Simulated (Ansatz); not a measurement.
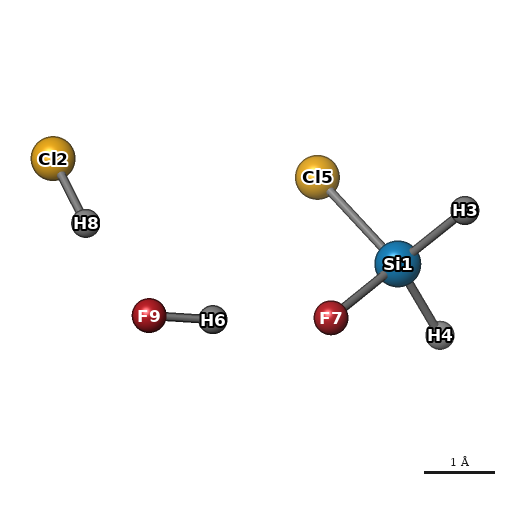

The geometry was computed by an optimisation with PBE0-D4/def2-TZVP.

Find the hydrogen bonds (donors O, N, F, S or Cl) and give their geometry.

```tsv
D–H···A	D–H (Å)	H···A (Å)	angle (°)	kind
F9–H6···F7	0.93	1.75	174	intermolecular
Cl2–H8···F9	1.29	1.91	173	intermolecular
```
